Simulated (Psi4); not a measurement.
**CH3Al (SMILES C[Al]) at BHLYP/cc-pVTZ**

What is the vertical ionisation energy of CH3Al at BHLYP/cc-pVTZ? 

The results are computed with Psi4 1.11.

2 further runs of the same task are left out: 2 that didn't finish.

## (1) The structure to begin with

CH3Al: 5 atoms, total charge 0, spin state singlet. As SMILES, `C[Al]`. Geometry: relaxed at PBE0-D4/def2-TZVP.

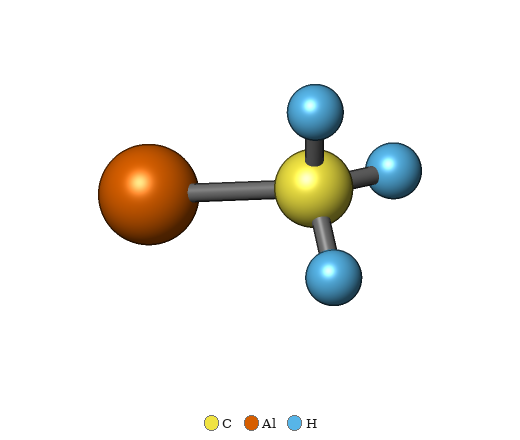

The structure, seen from a chosen angle (carbon yellow, aluminium orange, hydrogen blue).

## (2) Energy and gradient at BHLYP/cc-pVTZ

ch3al.in

```
memory 2.2 GB

molecule {
  0 1
  C     -0.24796986    -0.10867815     0.10204521
  Al     2.97195338     1.30247483    -1.22308744
  H     -0.43603541    -2.13059062    -0.32459826
  H     -0.38758283     0.09427844     2.16235691
  H     -1.90036528     0.84251550    -0.71671643
  units au
  symmetry c1
}

set {
  reference rks
  puream true
  e_convergence 1e-09
  d_convergence 1e-08
  scf_type pk
  dft_radial_points 99
  dft_spherical_points 590
}

gradient("bhhlyp/cc-pVTZ")
```

Launch:

```
$ psi4 -i ch3al.in -o ch3al.out -n 1
```

ch3al.out:

```text
[...]
  Running in c1 symmetry.
[...]
  Nuclear repulsion =   38.261471716125293
[...]
  Multiplicity = 1
[...]
  Nalpha       = 11
  Nbeta        = 11
[...]
    Number of basis functions: 106
[...]
   @RKS iter   1:  -282.07820869316828   -4.39247e-01   6.37829e-03 DIIS/ADIIS
[...]
   @RKS iter   9:  -282.30508495527118   -6.57110e-11   7.26679e-09 DIIS
[...]
    Orbital Energies [Eh]
    ---------------------
    Doubly Occupied:
       1A    -56.982005     2A    -10.537361     3A     -4.421338
       4A     -2.883995     5A     -2.883995     6A     -2.878636
       7A     -0.768080     8A     -0.448293     9A     -0.448292
      10A     -0.398468    11A     -0.234514
[...]
  @RKS Final Energy:  -282.30508495527118
   => Energetics <=
    Nuclear Repulsion Energy =             38.2614717161252926
    One-Electron Energy =                -466.0665260538291932
    Two-Electron Energy =                 158.4621296983279422
    DFT Exchange-Correlation Energy =     -12.9621603158952521
    Empirical Dispersion Energy =           0.0000000000000000
    VV10 Nonlocal Energy =                  0.0000000000000000
    Total Energy =                       -282.3050849552711838
[...]
 Multipole Moments:
 ------------------------------------------------------------------------------------
     Multipole            Electronic (a.u.)      Nuclear  (a.u.)        Total (a.u.)
 ------------------------------------------------------------------------------------
 L = 1.  Multiply by 2.5417464519 to convert [e a0] to [Debye]
 Dipole X            :          4.3548526           -4.5782441           -0.2233915
 Dipole Y            :          1.9085314           -2.0064375           -0.0979061
 Dipole Z            :         -1.7922154            1.8841495            0.0919340
 Magnitude           :                                                    0.2606554
[...]
  -Total Gradient:
     Atom            X                  Y                   Z
    ------   -----------------  -----------------  -----------------
       1        0.004944728975     0.002165443239    -0.002036992635
       2       -0.000261317958    -0.000114410242     0.000107563540
       3       -0.000289201199    -0.005351746950    -0.001238451165
       4       -0.000158612848     0.000641947647     0.005464113565
       5       -0.004235483008     0.002658848561    -0.002296271576
[...]
```

It took 38 s on 1 thread of Intel Xeon Platinum 8259CL at 2.50GHz (Skylake/Cascade Lake), shared host; peak memory 1.1 GiB.

## (3) The doublet cation

input.json

```json
{
  "schema_name": "qcschema_input",
  "schema_version": 1,
  "molecule": {
    "schema_name": "qcschema_molecule",
    "schema_version": 2,
    "symbols": ["C", "Al", "H", "H", "H"],
    "geometry": [-0.24796986, -0.10867815, 0.10204521, 2.97195338, 1.30247483, -1.22308744, -0.43603541, -2.13059062, -0.32459826, -0.38758283, 0.09427844, 2.16235691, -1.90036528, 0.8425155, -0.71671643],
    "molecular_charge": 1,
    "molecular_multiplicity": 2,
    "fix_symmetry": "c1",
    "fix_com": true,
    "fix_orientation": true
  },
  "driver": "gradient",
  "model": {
    "method": "bhhlyp",
    "basis": "cc-pVTZ"
  },
  "keywords": {
    "reference": "uks",
    "puream": true,
    "e_convergence": 1e-09,
    "d_convergence": 1e-08,
    "scf_type": "pk",
    "dft_radial_points": 99,
    "dft_spherical_points": 590,
    "maxiter": 100
  }
}
```

Launch:

```
$ psi4 --qcschema input.json -n 1 --memory 2200MB
```

stdout:

```text
[...]
  Running in c1 symmetry.
[...]
  Nuclear repulsion =   38.261471716125293
[...]
  Multiplicity = 2
[...]
  Nalpha       = 11
  Nbeta        = 10
[...]
    Number of basis functions: 106
[...]
   @UKS iter   1:  -281.80103134749754   -1.62070e-01   5.90926e-03 ADIIS/DIIS
[...]
   @UKS iter  12:  -282.02444198307131   -6.13909e-12   4.41687e-09 DIIS
[...]
   @S^2 Observed:                7.627790617E-01
[...]
    Orbital Energies [Eh]
    ---------------------
    Alpha Occupied:
       1A    -57.290696     2A    -10.797336     3A     -4.726086
       4A     -3.186978     5A     -3.186978     6A     -3.186231
       7A     -1.011958     8A     -0.677767     9A     -0.677766
      10A     -0.666524    11A     -0.519043
    Alpha Virtual:
      12A     -0.248450    13A     -0.248450    14A     -0.141433
      15A     -0.058287    16A     -0.047013    17A     -0.047013
      18A     -0.012834    19A     -0.002834    20A     -0.002834
      21A      0.011303    22A      0.011303    23A      0.050389
      24A      0.057347    25A      0.057347    26A      0.178085
[...]
  @UKS Final Energy:  -282.02444198307131
   => Energetics <=
    Nuclear Repulsion Energy =             38.2614717161252926
    One-Electron Energy =                -460.1575706389239144
    Two-Electron Energy =                 152.6966041724766114
    DFT Exchange-Correlation Energy =     -12.8249472327492988
    Empirical Dispersion Energy =           0.0000000000000000
    VV10 Nonlocal Energy =                  0.0000000000000000
    Total Energy =                       -282.0244419830713127
[...]
 Multipole Moments:
 ------------------------------------------------------------------------------------
     Multipole            Electronic (a.u.)      Nuclear  (a.u.)        Total (a.u.)
 ------------------------------------------------------------------------------------
 L = 1.  Multiply by 2.5417464519 to convert [e a0] to [Debye]
 Dipole X            :        -32.0985054           34.4235913            2.3250858
 Dipole Y            :        -14.0673245           15.0863072            1.0189827
 Dipole Z            :         13.2099512          -14.1668232           -0.9568721
 Magnitude           :                                                    2.7129235
[...]
  -Total Gradient:
     Atom            X                  Y                   Z
    ------   -----------------  -----------------  -----------------
       1        0.023005698323     0.010080333092    -0.009470085704
       2        0.005435990076     0.002382560164    -0.002237078336
       3       -0.008493224172    -0.007777976283     0.002441727762
       4       -0.008391640593    -0.003125354815     0.007645215450
       5       -0.011556750119    -0.001559500858     0.001620185151
[...]
```

The result, in JSON:

```text
{
 "driver": "gradient",
 "model": {
  "method": "bhhlyp",
  "basis": "cc-pVTZ"
 },
 "success": true,
 "return_result": [0.02300569832305445, 0.010080333092289881, -0.00947008570379224, 0.005435990075958172, 0.002382560163916303, -0.0022370783360952384, -0.008493224171844158, -0.007777976283346005, 0.0024417277617430413, -0.008391640592775307, -0.003125354815473845, 0.007645215450020948, -0.011556750119417383, -0.0015595008584762884, 0.0016201851508518966],
 "properties": {
  "calcinfo_nbasis": 106,
  "calcinfo_nmo": 106,
  "calcinfo_nalpha": 11,
  "calcinfo_nbeta": 10,
  "calcinfo_natom": 5,
  "nuclear_repulsion_energy": 38.26147171612529,
  "return_energy": -282.0244419830713,
  "return_gradient": [0.02300569832305445, 0.010080333092289881, -0.00947008570379224, 0.005435990075958172, 0.002382560163916303, -0.0022370783360952384, -0.008493224171844158, -0.007777976283346005, 0.0024417277617430413, -0.008391640592775307, -0.003125354815473845, 0.007645215450020948, -0.011556750119417383, -0.0015595008584762884, 0.0016201851508518966],
  "scf_one_electron_energy": -460.1575706389239,
  "scf_two_electron_energy": 152.6966041724766,
  "scf_xc_energy": -12.824947232749299,
  "scf_dipole_moment": [2.3250858401517007, 1.018982695569857, -0.9568720738178715],
  "scf_total_energy": -282.0244419830713,
  "scf_total_gradient": [0.02300569832305445, 0.010080333092289881, -0.00947008570379224, 0.005435990075958172, 0.002382560163916303, -0.0022370783360952384, -0.008493224171844158, -0.007777976283346005, 0.0024417277617430413, -0.008391640592775307, -0.003125354815473845, 0.007645215450020948, -0.011556750119417383, -0.0015595008584762884, 0.0016201851508518966],
  "scf_iterations": 12
 }
}
```

Wall time 54 s (1 thread of Intel Xeon Platinum 8259CL at 2.50GHz (Skylake/Cascade Lake), shared host); peak memory 1.1 GiB.

## (4) Results

Level: BHLYP/cc-pVTZ.

```
                                          quantity          value
                       singlet CH3Al: total energy  -282.30508 Eh
                      singlet CH3Al: dipole moment         0.66 D
                        singlet CH3Al: HOMO energy       -6.38 eV
                        singlet CH3Al: LUMO energy       -0.57 eV
                      singlet CH3Al: HOMO–LUMO gap        5.82 eV
           singlet CH3Al: largest force on an atom     0.297 eV/Å
                      doublet cation: total energy  -282.02444 Eh
doublet cation: HOMO energy (highest over α and β)      -14.12 eV
 doublet cation: LUMO energy (lowest over α and β)       -8.93 eV
                              doublet cation: ⟨S²⟩          0.763
          doublet cation: largest force on an atom     1.380 eV/Å
vertical ionisation energy (to the doublet cation)       7.637 eV
```

**Reading.** The vertical ionisation energy comes to 7.64 eV (737 kJ/mol). The largest force (singlet CH3Al) is 0.30 eV/Å: the shape isn't a stationary point for this species at this level. −ε(HOMO) before ionisation, 6.38 eV, is 1.26 eV below this ionisation energy.
